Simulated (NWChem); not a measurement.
# HCl (hydrogen chloride): M06-2X/6-311+G(d,p)

What is the electronic atomisation energy of HCl (hydrogen chloride) at M06-2X/6-311+G**? 

The results are computed with NWChem 7.3.0.

2 further runs of the same task are left out: 2 set aside as unsound or not needed.

### Step 1. The structure to begin with

HCl: 2 atoms, total charge 0, spin state singlet. As SMILES, `Cl`. Geometry: relaxed at PBE0-D4/def2-TZVP.

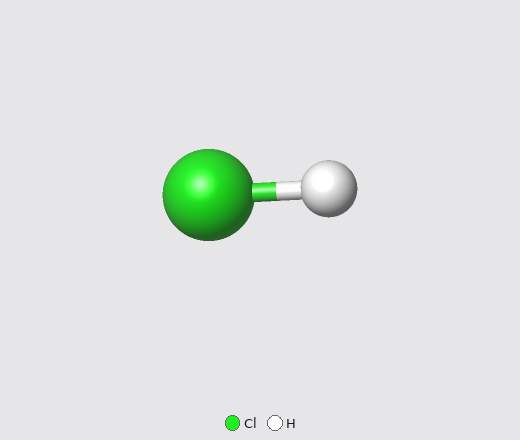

The structure, seen from a chosen angle (chlorine green, hydrogen white).

### Step 2. A single-point energy at M06-2X/6-311+G(d,p)

Contents of sp.nw:

```
start sp
title "ClH"
memory 2200 mb

geometry units angstrom noautosym nocenter noautoz
Cl    0.546000   -0.178500    0.280800
H    -0.546000    0.178500   -0.280800
end

basis spherical bse
Cl library 6-311+G**
H library 6-311+G**
end

dft
xc m06-2x
grid huge
convergence energy 1e-08
iterations 100
mulliken
noprint "final vectors analysis"
end

task dft energy
```

Command:

```sh
nwchem sp.nw > sp.out
```

Log:

```text
[...]
          Wavefunction type:  closed shell.
          No. of atoms     :     2
          No. of electrons :    18
[...]
          Charge           :     0
          Spin multiplicity:     1
[...]
          AO basis - number of functions:    36
[...]
              XC Information
              --------------
                       M06-2X Method XC Functional
                     Hartree-Fock (Exact) Exchange  0.540
                        M06-2X Exchange Functional  1.000
                      M06-2X Correlation Potential  1.000
[...]
 d= 0,ls=0.0,diis     1   -460.7773099532 -4.68D+02  1.00D-02  6.49D-01     1.2
[...]
 d= 0,ls=0.0,diis     7   -460.7963540025 -2.64D-09  8.83D-07  2.58D-10     7.8
         Total DFT energy =     -460.796354002505
      One electron energy =     -649.885064576296
           Coulomb energy =      210.626466740566
    Exchange-Corr. energy =      -28.572533626096
 Nuclear repulsion energy =        7.034777459321
[...]
      Total Density - Mulliken Population Analysis
     ---------------------------------------------
    Atom       Charge   Shell Charges
 -----------   ------   -------------------------------------------------------
    1 Cl  17    17.17   0.78  1.19  0.88  1.10  1.01  0.97  7.46 -1.54  1.08  2.91  1.38  0.01 -0.07  0.02
    2 H    1     0.83   0.24  0.49  0.05  0.05
[...]
```

It took 8.4 s on 1 thread of Intel Xeon Platinum 8488C (Sapphire Rapids), shared host; peak memory 0.13 GiB.

### Step 3. The Cl atom at the same level

Contents of sp.xyz:

```xyz
1
Cl energy
Cl     0.000000     0.000000     0.000000
```

Contents of sp.nw:

```
start sp
title "Cl energy"
memory stack 880 mb heap 220 mb global 1100 mb
charge 0

geometry units angstroms noautosym nocenter noautoz
  load sp.xyz
end

basis spherical bse
  * library 6-311+G**
end

dft
  xc m06-2x
  mult 2
  grid huge
  convergence energy 1e-08
  iterations 100
  mulliken
  print low
end

task dft
```

Run the same way, it converges to -460.13269 Eh (log not shown).

### Step 4. The H atom

Contents of job.nw:

```
start job
title "H"
memory total 2200 mb
geometry units angstrom noautosym nocenter noautoz
 H        0.000000       0.000000       0.000000
end
basis "ao basis" spherical bse
 H library 6-311+G**
end
dft
 xc m06-2x
 mult 2
 grid huge
 convergence energy 1e-08
 maxiter 100
 mulliken
 print low
end
task dft energy
```

Run the same way, it converges to -0.49813 Eh (log not shown).

### Step 5. Summary of results

At M06-2X/6-311+G**:

| quantity | value |
| --- | --- |
| molecule: total energy | -460.79635 Eh |
| molecule: dipole moment | 1.43 D |
| Cl atom: total energy | -460.13269 Eh |
| Cl atom: ⟨S²⟩ | 0.752 |
| H atom: total energy | -0.49813 Eh |
| H atom: ⟨S²⟩ | 0.750 |
| electronic atomisation energy | 4.504 eV |

What this shows: Taking the molecule apart into free atoms costs 4.50 eV (435 kJ/mol), before zero-point energy and without spin-orbit coupling.
